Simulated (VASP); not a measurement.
# Al2Pt: Al into a neighbouring Al vacancy, part 2 of 4

How hard is this move in Al2Pt: Al into a neighbouring Al vacancy? Both ends are relaxed first, then a band of images between them. The start is a cell from a database of measured crystal structures.

VASP 6.6.1; LDA; plane waves and PAW (Pt, Al).

So far. Step 2 (Relax the host): The run ended after 3 ionic steps, 0.017 eV below its first step, once forces and stress met EDIFFG = -0.02.

The database entry behind the starting cell differs from later determinations by our own check (0.1 to 0.3 % short, probably kX units), so it need not match the best structure at ambient conditions.

## 3. Relax the start

System of this step: Al15Pt8. The cell holds 23 atoms: 8 Pt and 15 Al. Its edges and angles: a = 8.283 Å, b = 8.283 Å, c = 8.283 Å, α = 60.0°, β = 60.0°, γ = 60.0°. It derives from Al2Pt. Nearest the centre at fractional (0.250, 0.250, 0.500): Al17 at 1.46 Å, Pt6 at 2.06 Å, Pt4 at 2.07 Å, Al18 at 3.26 Å, Al12 at 3.26 Å, Al11 at 3.26 Å, Al13 at 3.26 Å, Al21 at 3.27 Å.

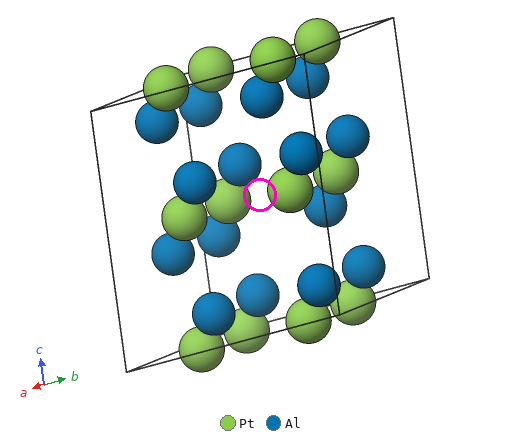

The cell of this step (platinum green, aluminium blue). A ring marks the centre wherever it is empty. Some periodic images of atoms are drawn too.

A path needs two true minima; the start is relaxed with symmetry off.

File INCAR:

```
SYSTEM = Al15Pt8
PREC = Normal
ENCUT = 280
EDIFF = 1E-05
NELM = 120
ISMEAR = 1
SIGMA = 0.15
LREAL = Auto
ALGO = Fast
GGA = CA
NBANDS = 85
LASPH = .TRUE.
LORBIT = 11
LWAVE = .FALSE.
LCHARG = .FALSE.
KPAR = 3
IBRION = 2
NSW = 60
ISIF = 2
EDIFFG = -0.05
POTIM = 0.4
MAXMIX = 40
ISYM = 0
```

File POSCAR:

```
Al15Pt8
1.0
    0.0000000000      5.8566490258      5.8566490258
    5.8566490258      0.0000000000      5.8566490258
    5.8566490258      5.8566490258      0.0000000000
Pt Al
8 15
Direct
    0.0013770179     -0.0002486010      0.0014287441
    0.0045331172     -0.0030087829      0.4985586025
    0.0025315564      0.4987134299     -0.0005470834
    0.0004798012      0.5013871810      0.4996172585
    0.5001561043     -0.0018025042     -0.0007124291
    0.4985459589      0.0004553241      0.5015896890
    0.5009098350      0.4991179700     -0.0017881264
    0.5043990873      0.4990387978      0.5000200398
    0.3761053712      0.3732977957      0.8674437957
    0.3764567295      0.8742854080      0.3742728447
    0.3688403949      0.8798701134      0.8773621409
    0.8737484221      0.3785158876      0.3784600182
    0.8733495612      0.3772223178      0.8710223905
    0.8715516240      0.8761152102      0.3742570644
    0.8733420931      0.8763223227      0.8734316538
    0.1240332553      0.1242377982      0.1260882689
    0.1260556671      0.1250400048      0.6269875986
    0.1267901747      0.6214974467      0.1257083608
    0.1232302494      0.6298925849      0.6231096801
    0.6223660964      0.1265619614      0.1233695235
    0.6236963551      0.1229495490      0.6272352061
    0.6264346224      0.6219714641      0.1242469433
    0.6230794932      0.6212900265      0.6295142068
```

File KPOINTS:

```
Automatic mesh
0
Gamma
3 3 3
0 0 0
```

The projector-augmented-wave data sets are Pt and Al (LDA family, release 64).

The run is started by

```bash
mpirun -np 3 vasp_std
```

The log of the run:

```text
[banner, memory and clock lines left out]
running    3 mpi-ranks, on    1 nodes
 distrk:  each k-point on    1 cores,    3 groups
 distr:  one band on    1 cores,    1 groups

 POSCAR found type information on POSCAR PtAl
 POSCAR found :  2 types and      23 ions
 LDA part: xc-table for (Slater(with rela. corr.)+CA(PZ))
 , standard interpolation
 POSCAR, INCAR and KPOINTS ok, starting setup
 FFT: planning ... GRIDC
 FFT: planning ... GRID_SOFT
 FFT: planning ... GRID
 WAVECAR not read
 entering main loop
       N       E                     dE             d eps       ncg     rms          rms(c)
DAV:   1     0.306542798958E+03    0.30654E+03   -0.35958E+04  2396   0.765E+02
DAV:   2    -0.126441738532E+03   -0.43298E+03   -0.40152E+03  2802   0.175E+02
DAV:   3    -0.146738611719E+03   -0.20297E+02   -0.19855E+02  2848   0.355E+01
DAV:   4    -0.147025352180E+03   -0.28674E+00   -0.28584E+00  2768   0.478E+00
DAV:   5    -0.147030879947E+03   -0.55278E-02   -0.55246E-02  2792   0.665E-01    0.239E+01
RMM:   6    -0.142834477822E+03    0.41964E+01   -0.20661E+01  2380   0.129E+01    0.638E+00
RMM:   7    -0.142142185013E+03    0.69229E+00   -0.15371E+00  2380   0.338E+00    0.414E+00
RMM:   8    -0.141899952569E+03    0.24223E+00   -0.35273E-01  2380   0.160E+00    0.115E+00
RMM:   9    -0.141885219433E+03    0.14733E-01   -0.75874E-02  2404   0.792E-01    0.589E-01
RMM:  10    -0.141885405284E+03   -0.18585E-03   -0.15542E-02  2423   0.325E-01    0.386E-01
RMM:  11    -0.141885388560E+03    0.16724E-04   -0.39064E-03  2384   0.179E-01    0.840E-02
RMM:  12    -0.141885345904E+03    0.42656E-04   -0.11094E-03  2420   0.921E-02    0.345E-02
RMM:  13    -0.141885360300E+03   -0.14396E-04   -0.22606E-04  2386   0.367E-02    0.264E-02
RMM:  14    -0.141885362613E+03   -0.23126E-05   -0.45749E-05  1906   0.168E-02
   1 F= -.14188536E+03 E0= -.14187754E+03  d E =-.141885E+03
 curvature:   0.00 expect dE= 0.000E+00 dE for cont linesearch  0.000E+00
 trial: gam= 0.00000 g(F)=  0.913E-01 g(S)=  0.000E+00 ort = 0.000E+00 (trialstep = 0.100E+01)
 search vector abs. value=  0.913E-01
 bond charge predicted
       N       E                     dE             d eps       ncg     rms          rms(c)
DAV:   1    -0.141953843185E+03   -0.68483E-01   -0.90034E+00  2520   0.756E+00    0.327E-01
RMM:   2    -0.141959237448E+03   -0.53943E-02   -0.96008E-02  2380   0.111E+00    0.227E-01
RMM:   3    -0.141960098324E+03   -0.86088E-03   -0.15302E-02  2393   0.438E-01    0.132E-01
RMM:   4    -0.141959887707E+03    0.21062E-03   -0.26108E-03  2451   0.176E-01    0.868E-02
RMM:   5    -0.141959779985E+03    0.10772E-03   -0.87599E-04  2382   0.980E-02    0.196E-02
RMM:   6    -0.141959774726E+03    0.52592E-05   -0.16622E-04  2386   0.386E-02    0.148E-02
RMM:   7    -0.141959779742E+03   -0.50164E-05   -0.54262E-05  2168   0.207E-02
   2 F= -.14195978E+03 E0= -.14195193E+03  d E =-.744171E-01
[...]
3 F= -.14200819E+03 E0= -.14200061E+03  d E =-.122828E+00
[...]
4 F= -.14200919E+03 E0= -.14200166E+03  d E =-.123827E+00
[...]
5 F= -.14203291E+03 E0= -.14202570E+03  d E =-.237218E-01
[...]
6 F= -.14204642E+03 E0= -.14203975E+03  d E =-.372351E-01
[...]
7 F= -.14204706E+03 E0= -.14204030E+03  d E =-.378678E-01
[...]
8 F= -.14204705E+03 E0= -.14204030E+03  d E =-.378613E-01
 curvature:  -1.72 expect dE=-0.506E-02 dE for cont linesearch -0.192E-04
 trial: gam= 0.14927 g(F)=  0.295E-02 g(S)=  0.000E+00 ort =-0.552E-03 (trialstep = 0.176E+01)
 search vector abs. value=  0.339E-02
 bond charge predicted
       N       E                     dE             d eps       ncg     rms          rms(c)
DAV:   1    -0.142049949924E+03   -0.29011E-02   -0.63265E-01  2390   0.202E+00    0.103E-01
RMM:   2    -0.142050635622E+03   -0.68570E-03   -0.80336E-03  2380   0.310E-01    0.157E-01
RMM:   3    -0.142050569050E+03    0.66572E-04   -0.29821E-03  2380   0.164E-01    0.115E-01
RMM:   4    -0.142050554686E+03    0.14364E-04   -0.64739E-04  2380   0.798E-02    0.107E-01
RMM:   5    -0.142050596649E+03   -0.41963E-04   -0.10981E-03  2393   0.910E-02    0.112E-01
RMM:   6    -0.142050498580E+03    0.98069E-04   -0.16681E-04  2379   0.414E-02    0.807E-02
RMM:   7    -0.142050382769E+03    0.11581E-03   -0.11062E-04  2358   0.298E-02    0.483E-02
RMM:   8    -0.142050354236E+03    0.28533E-04   -0.63916E-05  2197   0.219E-02    0.362E-02
RMM:   9    -0.142050344618E+03    0.96177E-05   -0.21903E-05  1431   0.143E-02
   9 F= -.14205034E+03 E0= -.14204370E+03  d E =-.329351E-02
 trial-energy change:   -0.003294  1 .order   -0.003291   -0.005051   -0.001531
 step:   2.5280(harm=  2.5280)  dis= 0.00850  next Energy=  -142.050675 (dE=-0.362E-02)
 reached required accuracy - stopping structural energy minimisation
```

Run time: 1.8 min. Hardware: 3 MPI ranks of Intel Xeon 6975P-C (Granite Rapids), shared host; peak memory 0.81 GiB; 5.5 min of CPU time.

From OUTCAR (step 3):

```text
 Found     14 irreducible k-points:

   k-points           NKPTS =     14   k-points in BZ     NKDIM =     14   number of bands    NBANDS=     85

   dimension x,y,z NGX =    36 NGY =   36 NGZ =   36
   dimension x,y,z NGXF=    72 NGYF=   72 NGZF=   72

   ENCUT  =  280.0 eV  20.58 Ry    4.54 a.u.  11.30 11.30 11.30*2*pi/ulx,y,z

   NELECT =     125.0000    total number of electrons

 E-fermi :   7.4621

 k-point     1 :       0.0000    0.0000    0.0000
  band No.  band energies     occupation
    ...
     57       5.9262      2.00000
     58       5.9268      2.00000
     59       6.4942      2.00000
     60       6.4961      2.00000
     61       6.4972      2.00000
     62       8.5758     -0.00000
     63       8.5797     -0.00000
     64       8.5841     -0.00000
     65       8.8381     -0.00000
     66       8.8391     -0.00000
    ...

 k-point     2 :       0.3333    0.0000    0.0000
  band No.  band energies     occupation
    ...
     57       6.2146      2.00000
     58       6.5914      2.00000
     59       6.6616      2.00000
     60       7.0234      2.00028
     61       7.0255      2.00031
     62       7.5164      0.42981
     63       7.5170      0.42404
     64       7.9063     -0.00023
     65       8.0148     -0.00000
     66       8.4181     -0.00000
    ...

  Total       -3.7401302     -3.7087037     -3.7424344     -0.0412499     -0.0149789      0.1148132
  in kB      -14.9148782    -14.7895558    -14.9240668     -0.1644961     -0.0597328      0.4578517
  external PRESSURE =     -14.8761669 kB  Pullay stress =       0.0000000 kB

  energy-cutoff  :      280.00
  volume of cell :      401.77
      direct lattice vectors                 reciprocal lattice vectors
     0.000000000  5.856649026  5.856649026    -0.085373052  0.085373052  0.085373052
     5.856649026  0.000000000  5.856649026     0.085373052 -0.085373052  0.085373052
     5.856649026  5.856649026  0.000000000     0.085373052  0.085373052 -0.085373052

 POSITION                                       TOTAL-FORCE (eV/Angst)
 -----------------------------------------------------------------------------------
      5.85704      5.85042     11.70524        -0.011036     -0.016164     -0.009623
      8.78857      2.93387      5.85688         0.018060     -0.009622     -0.004360
      8.78209      5.85141      2.93183         0.005122     -0.000968     -0.000779
      5.89686      8.74736      8.75197        -0.026972      0.013352      0.008334
     11.70361      8.78466      8.78108         0.006733      0.015583      0.015361
      8.75253      5.88999      8.74640        -0.014826      0.002362      0.004646
      8.74307      8.74323      5.88762         0.020893      0.007312      0.002275
      5.88601      5.89362      5.89407        -0.000075     -0.020041     -0.003431
      7.31422      7.32065      4.36742        -0.005560     -0.014787     -0.002632
      7.31711      4.37129      7.31912         0.000235     -0.009504      0.009681
     10.26838      7.31769      7.31150         0.015072     -0.008147      0.022634
      4.36925      7.31978      7.32861        -0.010606      0.008863     -0.023750
      7.32023     10.27002      7.31790        -0.002959     -0.013923      0.006065
      7.32493      7.32099     10.27192        -0.001464     -0.011296     -0.003724
     10.24701     10.24962     10.24513         0.006424     -0.016450      0.008115
      1.46276      1.46206      1.45993        -0.004117      0.007870      0.012803
      4.39608      4.38859      1.52270        -0.001483      0.016002      0.018063
      4.39339      1.51718      4.39113        -0.011375      0.034287     -0.001824
      7.25992      4.39375      4.39893        -0.018324     -0.007551     -0.022333
      1.52634      4.38725      4.38453        -0.006338      0.014037      0.012892
      4.38761      7.26198      4.39486         0.014504     -0.010611     -0.019887
      4.38349      4.38889      7.25826         0.018429      0.011468     -0.018430
      7.31788      7.31660      7.32254         0.009662      0.007927     -0.010095
 -----------------------------------------------------------------------------------
    total drift:                               -0.001217     -0.020633     -0.010728

  FREE ENERGIE OF THE ION-ELECTRON SYSTEM (eV)
  ---------------------------------------------------
  free  energy   TOTEN  =      -142.0503446182 eV

  energy  without entropy=     -142.0304155126  energy(sigma->0) =     -142.04370158

 total charge
# of ion       s       p       d       tot
------------------------------------------
    1        0.852   0.716   8.187   9.755
    2        0.852   0.716   8.187   9.755
    3        0.852   0.717   8.187   9.756
    4        0.856   0.648   8.181   9.686
    5        0.852   0.714   8.186   9.752
    6        0.856   0.648   8.181   9.685
    7        0.857   0.649   8.182   9.687
    8        0.856   0.648   8.181   9.686
    9        0.415   0.384   0.000   0.799
   10        0.415   0.384   0.000   0.799
   11        0.415   0.384   0.000   0.799
   12        0.415   0.384   0.000   0.799
   13        0.415   0.384   0.000   0.799
   14        0.415   0.384   0.000   0.799
   15        0.407   0.391   0.000   0.799
   16        0.406   0.397   0.000   0.803
   17        0.422   0.366   0.000   0.789
   18        0.422   0.367   0.000   0.789
   19        0.422   0.367   0.000   0.789
   20        0.423   0.366   0.000   0.789
   21        0.423   0.367   0.000   0.789
   22        0.422   0.366   0.000   0.789
   23        0.415   0.381   0.000   0.796
--------------------------------------------------
tot         13.087  11.127  65.472  89.686

[... 1 part as in an earlier step ...]

[... 7 further parts left out ...]
```

CONTCAR:

```
Al15Pt8
   1.00000000000000
     0.0000000000000000    5.8566490258000004    5.8566490258000004
     5.8566490258000004    0.0000000000000000    5.8566490258000004
     5.8566490258000004    5.8566490258000004    0.0000000000000000
  Pt              Al
     8    15
Direct
     0.9987465799609209    0.9998766958805572    0.0001898474535051
     0.0001856344037505    0.9998530547889940    0.5007616989543046
     0.0000977531224531    0.5005000612961616    0.9990079031629939
     0.9905385548837895    0.5038255550507940    0.5030395653102433
     0.5004680555053808    0.9988678146050443    0.9994787679712172
     0.5023225552319450    0.9910908846532522    0.5033702034438695
     0.5026582887190071    0.5026304131134897    0.9902138945416908
     0.5038445800817202    0.5025448800096518    0.5024683162432850
     0.3734086817468732    0.3723117115336368    0.8765629873890156
     0.3733623090121342    0.8763486506172424    0.3730187109894825
     0.3722953541527824    0.8761147694270437    0.8771717318968510
     0.8775617774367011    0.3737696393172630    0.3722624360844469
     0.8765846421559321    0.3729188944170145    0.8769817408044734
     0.8766086542935680    0.8772811486810220    0.3734223298139384
     0.8748819779765450    0.8744347441657090    0.8752014569230259
     0.1245784182934589    0.1246989002528944    0.1250623060213406
     0.1293581340387798    0.1306375516659448    0.6199765838671663
     0.1293334726117785    0.6204345434754739    0.1297193899327175
     0.1308559864945124    0.6202439243953453    0.6193598799823803
     0.6185657705380616    0.1300757376261979    0.1305403952261712
     0.6205960303900787    0.1298090383238874    0.6193579280911383
     0.6201208949732770    0.6191979420464311    0.1292656753874277
     0.6250384817765432    0.6252561503569340    0.6242426418093162
```

This run has no spin polarisation. Its electron count is odd, so without a moment it is a metal by construction.

Relaxation path:

```
step  energy less that of the first step (eV)  largest force (eV/Å)
   1                                   0.0000                0.5084
   2                                  -0.0744                0.3260
   3                                  -0.1228                0.2205
   4                                  -0.1238                0.2703
   5                                  -0.1475                0.1566
   6                                  -0.1611                0.1325
   7                                  -0.1617                0.0845
   8                                  -0.1617                0.1063
   9                                  -0.1650                0.0362
```

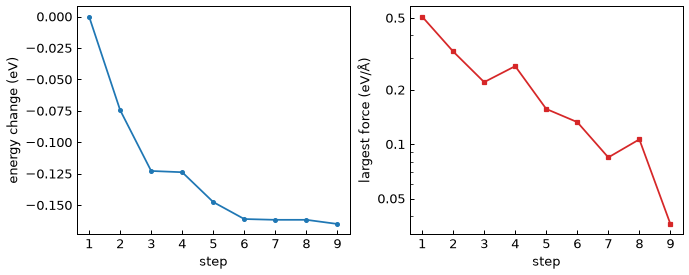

Energy and largest force along the relaxation.

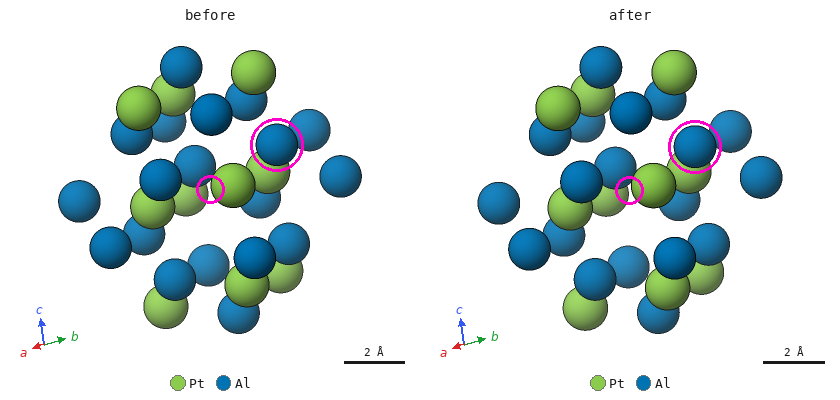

Before and after: the atoms that start within 5 Å of the centre. Al19, which moves most, is ringed if it is among them. A ring with no atom in it marks the empty centre.

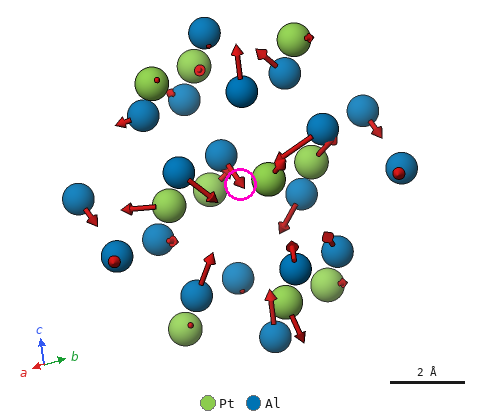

Displacements in the relaxation near the centre, exaggerated; the longest in the cell stands for 0.08 Å. A ring marks the centre wherever it is empty.

The atoms that moved most (Å):

| atom | dx | dy | dz | length |
| --- | --- | --- | --- | --- |
| Al19 | -0.078 | 0.023 | -0.012 | 0.083 |
| Al21 | -0.006 | -0.064 | 0.022 | 0.068 |
| Pt4 | 0.034 | -0.038 | -0.044 | 0.068 |
| Al12 | -0.064 | -0.014 | -0.005 | 0.066 |
| Al20 | 0.063 | 0.020 | -0.002 | 0.066 |
| Al9 | 0.048 | 0.038 | -0.022 | 0.064 |
| Pt6 | -0.044 | 0.033 | -0.033 | 0.064 |
| Al17 | -0.008 | -0.022 | 0.052 | 0.057 |

The relaxed structure:

```cif
data_structure
_symmetry_space_group_name_H-M 'P 1'
_symmetry_Int_Tables_number 1
_cell_length_a 8.2826
_cell_length_b 8.2826
_cell_length_c 8.2826
_cell_angle_alpha 60.000
_cell_angle_beta 60.000
_cell_angle_gamma 60.000
_cell_volume 401.77
loop_
_atom_site_label
_atom_site_type_symbol
_atom_site_fract_x
_atom_site_fract_y
_atom_site_fract_z
_atom_site_occupancy
Pt1 Pt 0.99875 0.99988 0.00019 1
Pt2 Pt 0.00019 0.99985 0.50076 1
Pt3 Pt 0.00010 0.50050 0.99901 1
Pt4 Pt 0.99054 0.50383 0.50304 1
Pt5 Pt 0.50047 0.99887 0.99948 1
Pt6 Pt 0.50232 0.99109 0.50337 1
Pt7 Pt 0.50266 0.50263 0.99021 1
Pt8 Pt 0.50384 0.50254 0.50247 1
Al9 Al 0.37341 0.37231 0.87656 1
Al10 Al 0.37336 0.87635 0.37302 1
Al11 Al 0.37230 0.87611 0.87717 1
Al12 Al 0.87756 0.37377 0.37226 1
Al13 Al 0.87658 0.37292 0.87698 1
Al14 Al 0.87661 0.87728 0.37342 1
Al15 Al 0.87488 0.87443 0.87520 1
Al16 Al 0.12458 0.12470 0.12506 1
Al17 Al 0.12936 0.13064 0.61998 1
Al18 Al 0.12933 0.62043 0.12972 1
Al19 Al 0.13086 0.62024 0.61936 1
Al20 Al 0.61857 0.13008 0.13054 1
Al21 Al 0.62060 0.12981 0.61936 1
Al22 Al 0.62012 0.61920 0.12927 1
Al23 Al 0.62504 0.62526 0.62424 1
```

Numbers from this step:

| Item | Value |
| --- | --- |
| electronic cycles | 67 |
| electrons | 125 |
| free energy (TOTEN) | -142.0503 eV |
| energy at zero smearing | -142.0437 eV |
| Fermi energy | 7.462 eV |

The run ended after 9 ionic steps, 0.165 eV below its first step, once the forces on the free atoms met EDIFFG = -0.05.

(Part 2 of 4 ends here.)

[Lines on the potential files, build, host, timing and source positions are cut from VASP's logs without a mark.]

[Logs are printed without paths, hosts, clocks, repeated set-up lines and the standing remarks that a program may print on its own settings, such as how far it seeks lower states.]

[Hosts, paths, dates, database ids (printed as entryN), source tags and the programs' standing remarks are cut or masked in the printed files.]

[Runs that stopped without an error message from VASP are left out.]
